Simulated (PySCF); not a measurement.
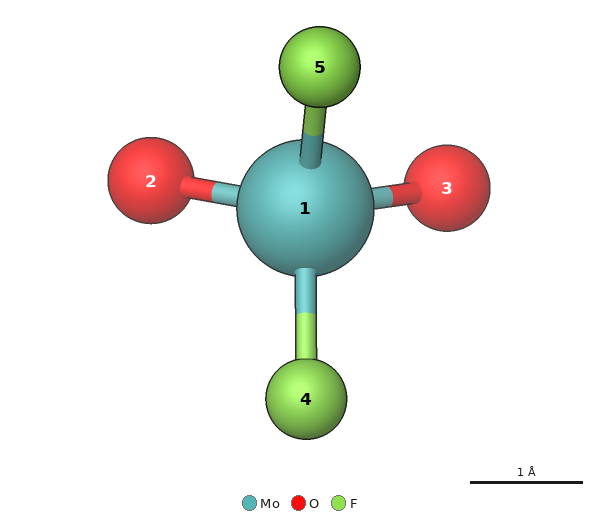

Orthographic view. Distant atoms are faded towards the background colour. The species is neutral and a spin singlet. Computed geometry: PBE0-D3(BJ)/def2-SVP optimisation. No frequency run is at hand to confirm it as a minimum.

Write a Z-matrix (Å, degrees) in the order of the atom numbers, with these reference atoms: 2 to 1; 3 to 1, 2; 4 to 1, 3, 2; 5 to 1, 3, 2.

```
Mo 
O    1   1.660
O    1   1.659   2   106.4
F    1   1.836   3   109.3   2   118.5
F    1   1.836   3   109.3   2  -118.5
```
